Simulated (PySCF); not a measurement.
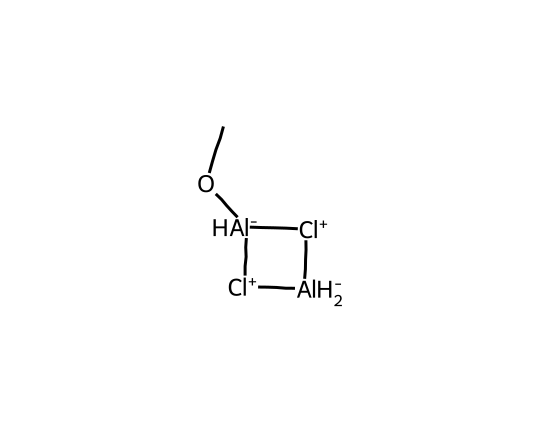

Write the SMILES.

Answer. C[O][AlH-]1[Cl+][AlH2-][Cl+]1

What is the molecular formula?

Answer. CH6Al2Cl2O.

An optimisation with PBE0-D3(BJ)/def2-SVP gave a structure of which point group?

Answer. C1. Other conformers may differ.

More results for the same structure follow; atom numbers are the same in all pictures, views and colours differ. Computed geometry: PBE0-D3(BJ)/def2-SVP optimisation. No frequency run is at hand to confirm it as a minimum.

### Quadrupole coupling

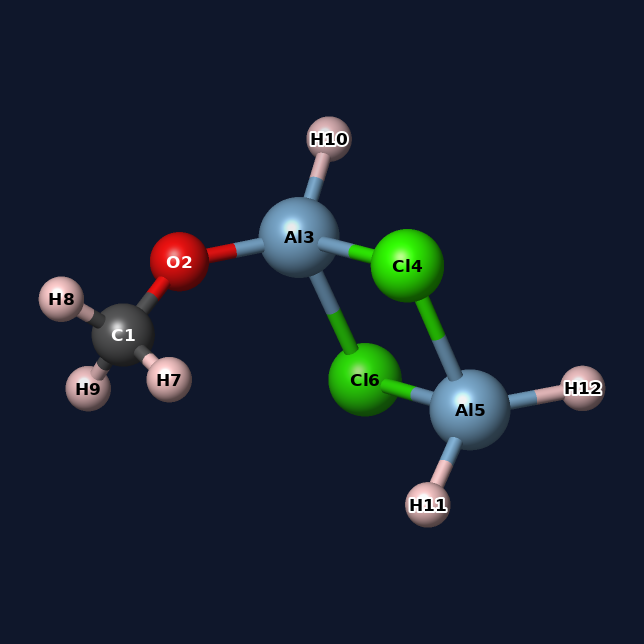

No frequency run is at hand to confirm it as a minimum. Electric field gradients from the ground-state density, PBE0/def2-SVP (PySCF 2.14.0), non-relativistic apart from any core potentials.

Give the largest field-gradient component, the quadrupole coupling constant and the asymmetry for 17O at O2 (Q = −25.6 mb), 27Al at Al3 (Q = 146.6 mb), 35Cl at Cl4 (Q = −81.7 mb), 27Al at Al5 (Q = 146.6 mb), 35Cl at Cl6 (Q = −81.7 mb).

```
atom  V_zz (a.u.)  e²qQ/h (MHz)     η
  O2        1.582         −9.52  0.08
 Al3       −0.773         −26.6  0.30
 Cl4       −1.127          21.6  0.44
 Al5       −0.926         −31.9  0.45
 Cl6       −1.131          21.7  0.44
```

### Charges

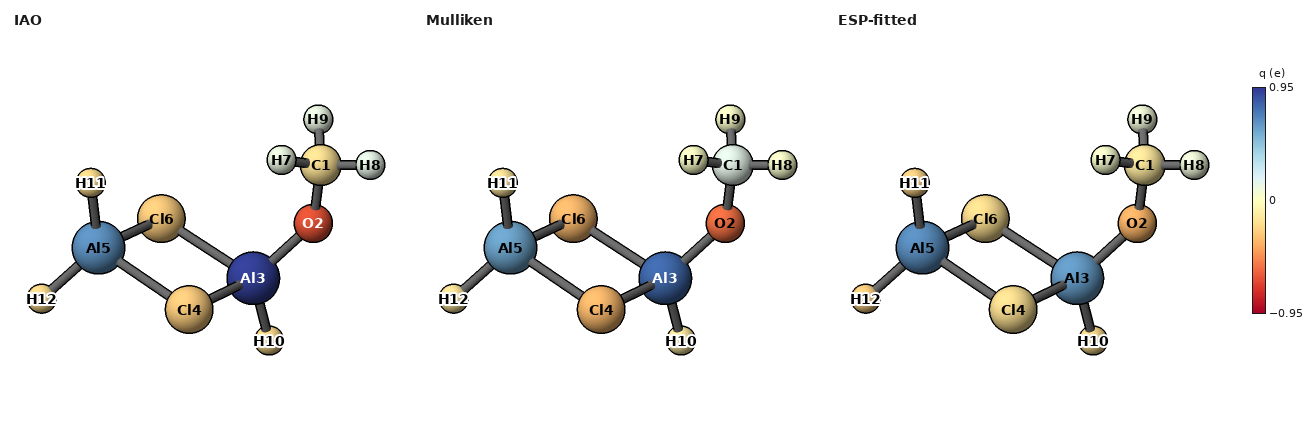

Atomic charges of one calculation by 3 schemes, on one colour scale. No frequency run is at hand to confirm it as a minimum. Computed with PBE0/def2-SVP (PySCF 2.14.0).

Which scheme gives the most polar picture (largest mean size of the charges)?

Answer. The IAO charges are the largest in size here, and the ESP-fitted charges the smallest.

On which atom do the schemes disagree most?

Answer. On C1 (from −0.17 to 0.14 e).

List the charges (e), one line for each set of equivalent atoms.

| atom | IAO | Mulliken | ESP-fitted |
| --- | --- | --- | --- |
| C1 | −0.17 | 0.14 | −0.13 |
| O2 | −0.64 | −0.55 | −0.35 |
| Al3 | 0.91 | 0.78 | 0.62 |
| Cl4 | −0.26 | −0.32 | −0.17 |
| Al5 | 0.65 | 0.59 | 0.66 |
| Cl6 | −0.26 | −0.32 | −0.18 |
| H7 | 0.11 | 0.03 | 0.05 |
| H8 | 0.14 | 0.04 | 0.09 |
| H9 | 0.13 | 0.04 | 0.08 |
| H10 | −0.20 | −0.12 | −0.21 |
| H11 | −0.20 | −0.15 | −0.22 |
| H12 | −0.20 | −0.15 | −0.24 |

### Bond orders

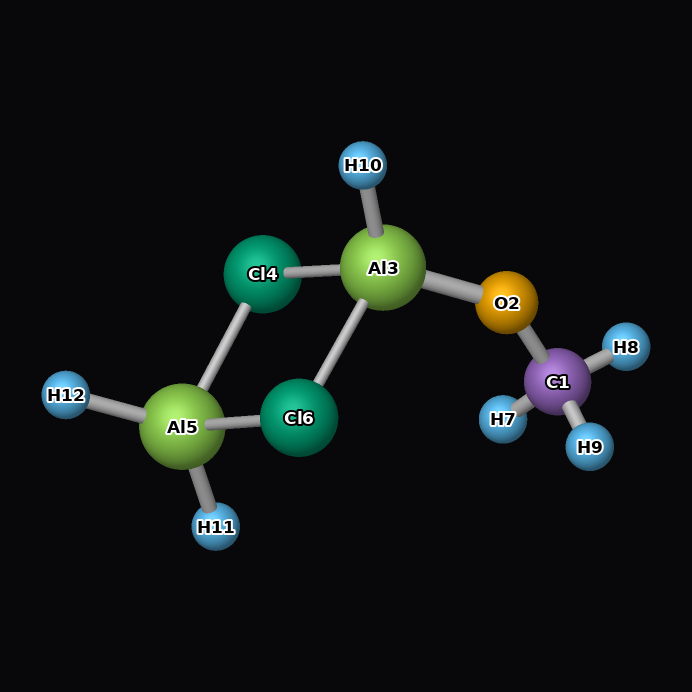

The thickness of each stick grows with its Mayer bond order. No frequency run is at hand to confirm it as a minimum. Level of theory: PBE0/def2-TZVP (PySCF 2.14.0).

List the Mayer bond orders of C1–O2, C1–H7, C1–H8, C1–H9, O2–Al3, Al3–Cl4, Al3–Cl6, Al3–H10, Cl4–Al5, Al5–Cl6, Al5–H11, Al5–H12.

```json
{"bond": "C1–O2", "Mayer order": "0.96", "length (Å)": "1.388"}
{"bond": "C1–H7", "Mayer order": "0.97", "length (Å)": "1.107"}
{"bond": "C1–H8", "Mayer order": "0.97", "length (Å)": "1.103"}
{"bond": "C1–H9", "Mayer order": "0.97", "length (Å)": "1.105"}
{"bond": "O2–Al3", "Mayer order": "1.24", "length (Å)": "1.686"}
{"bond": "Al3–Cl4", "Mayer order": "0.62", "length (Å)": "2.317"}
{"bond": "Al3–Cl6", "Mayer order": "0.62", "length (Å)": "2.317"}
{"bond": "Al3–H10", "Mayer order": "0.97", "length (Å)": "1.565"}
{"bond": "Cl4–Al5", "Mayer order": "0.65", "length (Å)": "2.311"}
{"bond": "Al5–Cl6", "Mayer order": "0.65", "length (Å)": "2.313"}
{"bond": "Al5–H11", "Mayer order": "0.95", "length (Å)": "1.577"}
{"bond": "Al5–H12", "Mayer order": "0.95", "length (Å)": "1.577"}
```

### Electronic properties

No frequency run is at hand to confirm it as a minimum. Properties computed with PBE0/pcSseg-2, gas phase (PySCF 2.14.0).

Give the HOMO–LUMO gap at this level.

Answer. 7.50 eV.

What is the dipole moment?

Answer. 0.84 D.

Estimate the HOMO energy (Kohn–Sham orbital).

Answer. −8.20 eV.

Mulliken values depend strongly on the basis set and can even reverse the polarity of a bond.
